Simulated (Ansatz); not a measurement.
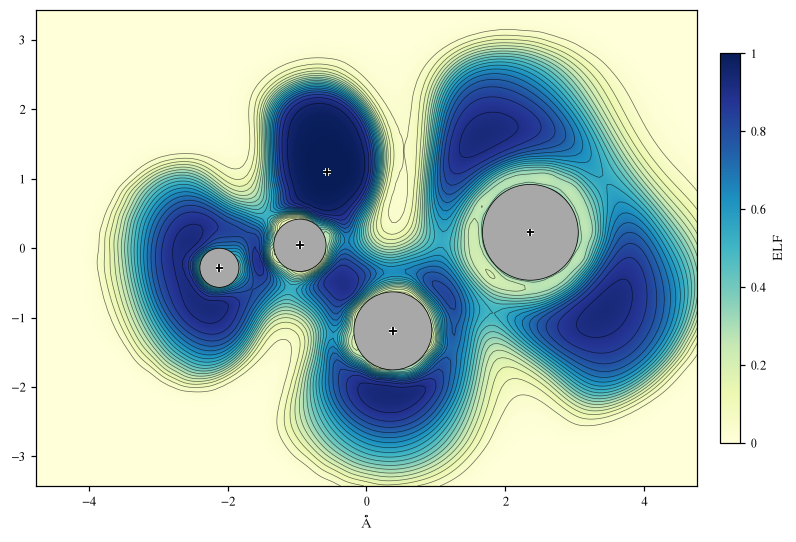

The electron localisation function on a plane through atoms (crosses mark nuclei in the plane; grey discs cover the cores).

Method: RKS PBE-D4/def2-SVP in Ansatz.

Candidates:
A. C2H6Al (charge +1)
B. CH2OSTe

Which candidate gave the map?

Answer. Candidate B: CH2OSTe on the plane of atoms S3, C2 and H5, which holds O, C, S, Te and H. C–O (1.20 Å): the ELF peaks at about 0.90 between the atoms (a short, multiple covalent bond). C–S (1.82 Å): the ELF peaks at about 0.90 between the atoms, as expected for localised, covalent bonding.
